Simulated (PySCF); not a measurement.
**Polarizability calculation of H$_{2}$Se**

- system: H$_{2}$Se, SMILES [SeH2]
- method: B3LYP/3-21G, RKS (PySCF 2.14.0)

The geometry comes from this level: GFN2-xTB.

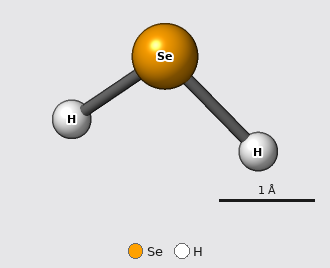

Fig. 1: The structure as given in the input (ball-and-stick view, seen at a tilt).

## Input (job.py)
```python
import numpy
from pyscf import gto, dft
from pyscf.prop.polarizability import rks

system = gto.M(
    atom='geometry.xyz',
    basis='3-21g',
    max_memory=1860,
    verbose=4,
)

calc0 = dft.RKS(system)
calc0.xc = 'b3lyp'
calc0.conv_tol = 1e-10
calc0.grids.level = 4
calc0.kernel()
if not calc0.converged:
    calc0 = calc0.newton().run(calc0.mo_coeff, calc0.mo_occ)

energy = calc0.e_tot
print(f'total energy: {energy:.8f} hartree')
pol = rks.Polarizability(calc0)
alpha = pol.polarizability()
print('isotropic polarizability %.4f bohr^3' % (numpy.trace(alpha) / 3))
alpha_w = pol.polarizability_with_freq(freq=0.0774)
```

## File geometry.xyz
```
3
H2Se
Se     0.549910    -0.269430     0.274820
H      0.044450     1.070610     0.141020
H     -0.594360    -0.801190    -0.415830
```

Run on 1 thread of Intel Xeon (Sapphire Rapids), 16 GiB of memory available, shared host.

Run as:
```bash
OMP_NUM_THREADS=1 python job.py
```

## The program's output
```
PySCF version 2.14.0

[INPUT] num. atoms = 3
[INPUT] num. electrons = 36
[INPUT] charge = 0
[INPUT] spin (= nelec alpha-beta = 2S) = 0
[INPUT] symmetry False subgroup None
[INPUT] Mole.unit = angstrom
[INPUT] Symbol           X                Y                Z      unit          X                Y                Z       unit  Magmom
[INPUT]  1 Se     0.549910000000  -0.269430000000   0.274820000000 AA    1.039179293160  -0.509148909742   0.519334533553 Bohr   0.0
[INPUT]  2 H      0.044450000000   1.070610000000   0.141020000000 AA    0.083998326237   2.023159686221   0.266489178086 Bohr   0.0
[INPUT]  3 H     -0.594360000000  -0.801190000000  -0.415830000000 AA   -1.123177619396  -1.514029673740  -0.785804814378 Bohr   0.0

nuclear repulsion = 25.2735687784135
number of shells = 14
number of NR pGTOs = 60
number of NR cGTOs = 26
basis = 3-21g
ecp = {}

******** <class 'pyscf.dft.rks.RKS'> ********
method = RKS
initial guess = minao
damping factor = 0
level_shift factor = 0
DIIS = <class 'pyscf.scf.diis.CDIIS'>
diis_start_cycle = 1
diis_space = 8
diis_damp = 0
SCF conv_tol = 1e-10
SCF conv_tol_grad = None
SCF max_cycles = 50
direct_scf = True
direct_scf_tol = 1e-13
XC library pyscf.dft.libxc version 7.0.0
    S. Lehtola, C. Steigemann, M. J.T. Oliveira, and M. A.L. Marques.,  SoftwareX 7, 1–5 (2018)
XC functionals = b3lyp
    P. J. Stephens, F. J. Devlin, C. F. Chabalowski, and M. J. Frisch.,  J. Phys. Chem. 98, 11623 (1994)
radial grids:
    Treutler-Ahlrichs [JCP 102, 346 (1995); DOI:10.1063/1.469408] (M4) radial grids

becke partition: Becke, JCP 88, 2547 (1988); DOI:10.1063/1.454033
pruning grids: <function nwchem_prune>
grids dens level: 4
symmetrized grids: False
atomic radii adjust function: <function treutler_atomic_radii_adjust>
small_rho_cutoff = 0
Set gradient conv threshold to 1e-05
Initial guess from minao.
tot grids = 61608
init E= -2389.03878090678
  HOMO = -0.305392983376457  LUMO = -0.0379061606452398  gap/eV = 7.27869
cycle= 1 E= -2391.35831481112  delta_E= -2.32  |g|= 0.237  |ddm|= 1.45
  HOMO = -0.197072963753238  LUMO = 0.0401338247654259  gap/eV = 6.45473
cycle= 2 E= -2391.36488899402  delta_E= -0.00657  |g|= 0.198  |ddm|= 0.798
  HOMO = -0.23941940458029  LUMO = 0.0213710948732795  gap/eV = 7.09647
cycle= 3 E= -2391.37992272835  delta_E= -0.015  |g|= 0.00182  |ddm|= 0.37
  HOMO = -0.238865887847638  LUMO = 0.0218970199905295  gap/eV = 7.09572
cycle= 4 E= -2391.37992408978  delta_E= -1.36e-06  |g|= 0.000292  |ddm|= 0.00386
  HOMO = -0.238968145783364  LUMO = 0.0218148477712715  gap/eV = 7.09627
cycle= 5 E= -2391.3799241269  delta_E= -3.71e-08  |g|= 5.5e-05  |ddm|= 0.000709
  HOMO = -0.238969902901985  LUMO = 0.0218235775175244  gap/eV = 7.09655
cycle= 6 E= -2391.37992412831  delta_E= -1.41e-09  |g|= 1.35e-06  |ddm|= 0.000102
  HOMO = -0.238970330266774  LUMO = 0.021822958086691  gap/eV = 7.09655
cycle= 7 E= -2391.37992412831  delta_E= 9.09e-13  |g|= 8.28e-08  |ddm|= 2.86e-06
  HOMO = -0.238970293433104  LUMO = 0.0218229766473991  gap/eV = 7.09655
```

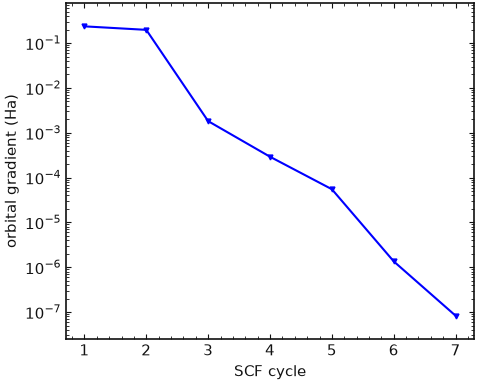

Fig. 2: Convergence of the self-consistent field: orbital gradient against the SCF cycle. The residual falls at every step.

```
Extra cycle  E= -2391.37992412831  delta_E= 1.82e-12  |g|= 6.88e-08  |ddm|= 2.83e-07
converged SCF energy = -2391.37992412831
total energy: -2391.37992413 hartree
Isotropic polarizability 14.9527047164
Polarizability anisotropy 8.53397958338
isotropic polarizability 14.9527 bohr^3
```

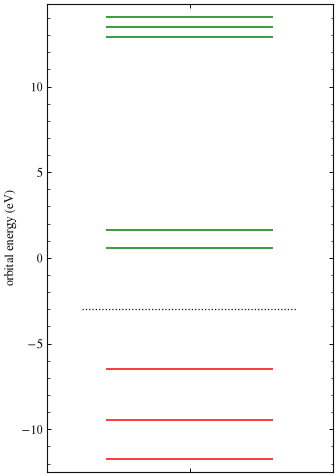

Fig. 3: Orbital energies near the frontier; the dotted line parts filled from empty levels, and levels within 0.02 eV of each other stand side by side. Highest filled −6.50 eV, lowest empty 0.59 eV, 7.09 eV apart.

## Results in brief

```json
{"quantity": "outcome", "value": "converged"}
{"quantity": "total energy", "value": "−2391.379924 hartree"}
{"quantity": "basis functions", "value": "26"}
{"quantity": "HOMO", "value": "−6.50 eV"}
{"quantity": "LUMO", "value": "0.59 eV"}
{"quantity": "dipole moment", "value": "1.20 D"}
{"quantity": "wall time", "value": "30 s"}
{"quantity": "peak memory", "value": "0.2 GiB"}
```
